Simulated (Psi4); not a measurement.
# HCl (hydrogen chloride) at HF/cc-pVTZ

What is the vertical electron affinity of HCl (hydrogen chloride) at HF/cc-pVTZ? Input form: a Python script.

Program for the calculation: Psi4 1.11.

### Step 1. The structure to begin with

HCl: 2 atoms, total charge 0, spin state singlet. SMILES: `Cl`. Geometry: relaxed at PBE0-D4/def2-TZVP.

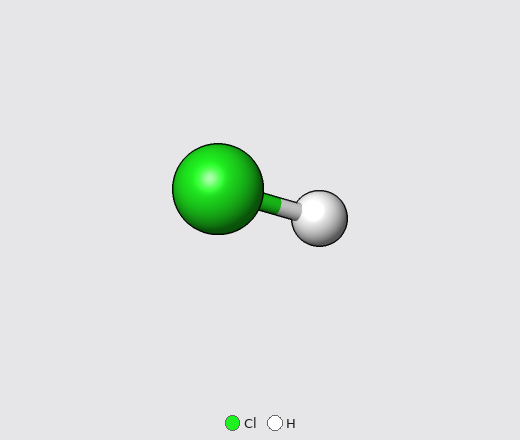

The structure, seen from a chosen angle (chlorine green, hydrogen white).

### Step 2. The energy at HF/cc-pVTZ

Input file run.py:

```python
import psi4

psi4.set_memory('1600 MB')
psi4.set_num_threads(1)
psi4.set_output_file('clh.out', False)

mol = psi4.geometry("""
Cl     1.03179046    -0.33731611     0.53063510
H     -1.03179046     0.33731611    -0.53063510
units au
symmetry c1
""")

psi4.set_options({
    'basis': 'cc-pVTZ',
    'puream': True,
    'scf_type': 'pk',
})

energy_value = psi4.energy('hf')
print(f'total energy {energy_value:.8f} hartree = {energy_value * 27.211386:.5f} eV')
```

Command:

```console
$ python run.py
```

clh.out:

```text
[...]
  Running in c1 symmetry.
[...]
  Nuclear repulsion =    7.034776967508856
[...]
  Multiplicity = 1
[...]
  Nalpha       = 9
  Nbeta        = 9
[...]
    Number of basis functions: 48
[...]
   @RHF iter   1:  -460.08595101077901   -1.61532e-01   3.68265e-03 ADIIS/DIIS
[...]
   @RHF iter   7:  -460.10676686743955   -4.58715e-09   3.43553e-07 DIIS
[...]
    Orbital Energies [Eh]
    ---------------------
    Doubly Occupied:
       1A   -104.846071     2A    -10.571988     3A     -8.039076
       4A     -8.036905     5A     -8.036905     6A     -1.114833
       7A     -0.622872     8A     -0.475308     9A     -0.475308
[...]
  @RHF Final Energy:  -460.10676686743955
   => Energetics <=
    Nuclear Repulsion Energy =              7.0347769675088561
    One-Electron Energy =                -649.8445196073420220
    Two-Electron Energy =                 182.7029757723936143
    Total Energy =                       -460.1067668674395463
[...]
 Multipole Moments:
 ------------------------------------------------------------------------------------
     Multipole            Electronic (a.u.)      Nuclear  (a.u.)        Total (a.u.)
 ------------------------------------------------------------------------------------
 L = 1.  Multiply by 2.5417464519 to convert [e a0] to [Debye]
 Dipole X            :         -0.0000000           -0.0000000           -0.0000000
 Dipole Y            :          0.0000000           -0.0000000            0.0000000
 Dipole Z            :          0.6971879           -1.1980385           -0.5008506
 Magnitude           :                                                    0.5008506
[...]
```

Standard output:

```text
total energy -460.10676687 hartree = -12520.14283 eV
```

It took 3 s on 1 thread of AMD EPYC 7B13 (Zen 3), shared host; peak memory 0.39 GiB.

### Step 3. The doublet anion at the same level

Input file run.py:

```python
import psi4

psi4.set_memory(1600000000)
psi4.set_num_threads(1)
psi4.core.set_output_file('clh.out', False)

molecule = psi4.geometry("""
-1 2
Cl     1.03179046    -0.33731611     0.53063510
H     -1.03179046     0.33731611    -0.53063510
units bohr
symmetry c1
""")

options = {'basis': 'cc-pVTZ', 'reference': 'uhf', 'puream': True, 'scf_type': 'pk', 'maxiter': 100}
psi4.set_options(options)

e_tot = psi4.energy('scf')
print('E =', round(e_tot, 9))
for k, v in sorted(psi4.core.scalar_variables().items()):
    print(f'{k:45s} {v:18.10f}')
```

Command:

```console
$ python run.py
```

clh.out:

```text
[...]
  Running in c1 symmetry.
[...]
  Nuclear repulsion =    7.034776967508856
[...]
  Multiplicity = 2
[...]
  Nalpha       = 10
  Nbeta        = 9
[...]
    Number of basis functions: 48
[...]
   @UHF iter   1:  -459.96359381297901   -3.91747e-02   4.64846e-03 DIIS/ADIIS
[...]
   @UHF iter   9:  -459.99646084231648   -5.13944e-09   3.32979e-07 DIIS
[...]
   @S^2 Observed:                7.532273336E-01
[...]
    Orbital Energies [Eh]
    ---------------------
    Alpha Occupied:
       1A   -104.558956     2A    -10.290859     3A     -7.758794
       4A     -7.753777     5A     -7.753777     6A     -0.857690
       7A     -0.367871     8A     -0.218907     9A     -0.218907
      10A      0.095368
    Alpha Virtual:
      11A      0.565746    12A      0.706120    13A      0.707019
      14A      0.707019    15A      0.833205    16A      0.833205
      17A      0.909732    18A      0.909732    19A      0.955710
      20A      1.193228    21A      1.339841    22A      1.339841
      23A      1.770197    24A      2.432221    25A      2.460729
[...]
  @UHF Final Energy:  -459.99646084231648
   => Energetics <=
    Nuclear Repulsion Energy =              7.0347769675088561
    One-Electron Energy =                -654.7032466294454025
    Two-Electron Energy =                 187.6720088196200891
    Total Energy =                       -459.9964608423164805
  UHF NO Occupations:
  HONO-2 :    8  A 1.9998488
  HONO-1 :    9  A 1.9987244
  HONO-0 :   10  A 1.0000000
  LUNO+0 :   11  A 0.0012756
  LUNO+1 :   12  A 0.0001512
[...]
 Multipole Moments:
 ------------------------------------------------------------------------------------
     Multipole            Electronic (a.u.)      Nuclear  (a.u.)        Total (a.u.)
 ------------------------------------------------------------------------------------
 L = 1.  Multiply by 2.5417464519 to convert [e a0] to [Debye]
 Dipole X            :          0.0000000           -0.0000000            0.0000000
 Dipole Y            :          0.0000000           -0.0000000            0.0000000
 Dipole Z            :          2.6460922           -1.1980385            1.4480536
 Magnitude           :                                                    1.4480536
[...]
```

The script printed:

```text
E = -459.996460842
CURRENT ENERGY                                   -459.9964608423
CURRENT REFERENCE ENERGY                         -459.9964608423
DD SOLVATION ENERGY                                 0.0000000000
HF KINETIC ENERGY                                 460.5066272706
HF POTENTIAL ENERGY                              -920.5030881129
HF TOTAL ENERGY                                  -459.9964608423
HF VIRIAL RATIO                                     1.9988921627
NUCLEAR REPULSION ENERGY                            7.0347769675
ONE-ELECTRON ENERGY                              -654.7032466294
PCM POLARIZATION ENERGY                             0.0000000000
PE ENERGY                                           0.0000000000
SCF ITERATION ENERGY                             -459.9964608423
SCF ITERATIONS                                      9.0000000000
SCF TOTAL ENERGY                                 -459.9964608423
TWO-ELECTRON ENERGY                               187.6720088196
```

It took 3.9 s on 1 thread of AMD EPYC 7B13 (Zen 3), shared host; peak memory 0.39 GiB.

### Step 4. What came out

At HF/cc-pVTZ:

| quantity | value |
| --- | --- |
| singlet HCl: total energy | -460.10677 Eh |
| singlet HCl: dipole moment | 1.27 D |
| singlet HCl: HOMO energy | -12.93 eV |
| singlet HCl: LUMO energy | 3.37 eV |
| singlet HCl: HOMO–LUMO gap | 16.31 eV |
| doublet anion: total energy | -459.99646 Eh |
| doublet anion: HOMO energy (highest over α and β) | 2.60 eV |
| doublet anion: LUMO energy (lowest over α and β) | 11.08 eV |
| doublet anion: ⟨S²⟩ | 0.753 |
| vertical electron affinity (to the doublet anion) | -3.002 eV |

What this shows: The anion lies 3.00 eV (69 kcal/mol) above the neutral: the electron isn't bound at this level, and such a value depends on the basis. Without diffuse functions anions come out too high. Hartree–Fock misses the correlation that binds many anions. The HOMO (doublet anion) lies at positive energy, 2.60 eV: the electron is unbound at this level or held by a compact basis; values depend on the basis.
